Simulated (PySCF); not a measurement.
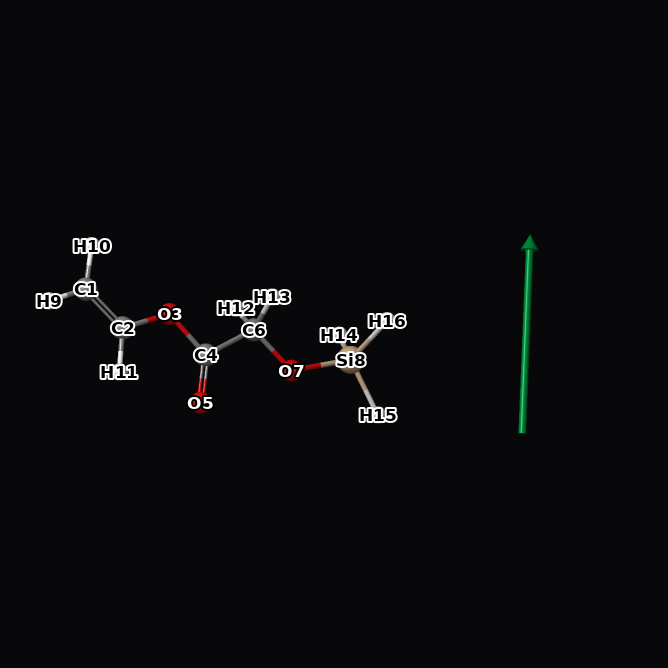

The arrow beside the molecule shows the direction of the dipole moment, from the negative to the positive end (its length means nothing). The geometry was computed by an optimisation with PBE0-D3(BJ)/def2-SVP. No frequency run is at hand to confirm it as a minimum. Method: PBE0/def2-SVPD in acetonitrile (IEF-PCM) (PySCF 2.14.0).

Question: How large is the dipole moment?

Answer: 3.54 D; it points from the side of O5 to the side of H10 (the outermost atoms at the two ends).
